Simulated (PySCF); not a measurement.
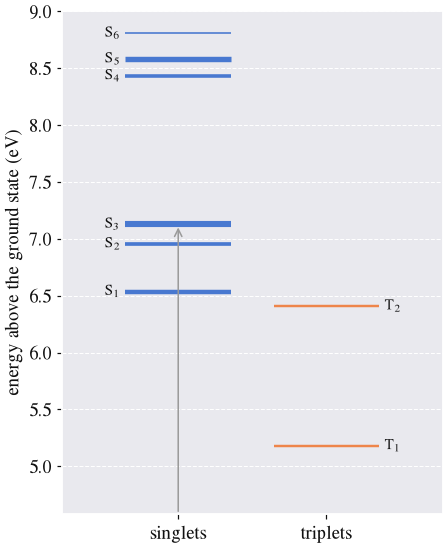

State diagram of CH₅BF₂Si, SMILES C[SiH2]B(F)F. Vertical TDDFT excitations, PBE0/def2-SVPD, PySCF, at a GFN2-xTB geometry (no frequency check), gas phase. Triplets in the Tamm-Dancoff approximation; only the lowest 6 singlets and 2 triplets were computed. Thicker singlet lines are brighter; the arrow marks the brightest. S0, at zero, lies below the range drawn.

What character does the calculation give T1?

Answer. Mainly HOMO → LUMO (90 %).

What are the energy, strength and character of the state that the arrow marks?

Answer. S3 at 7.13 eV (174 nm), f = 0.078, mixed, the largest part being HOMO−2 → LUMO (48 %).

How many of the triplet levels drawn lie below S1?

Answer. 2 of 2 (T1 5.18 eV, T2 6.40 eV; S1 6.54 eV).

Note: the tight-binding geometry is rougher than a DFT one and adds to the error; one conformer of a flexible molecule; core orbitals are frozen in the response.
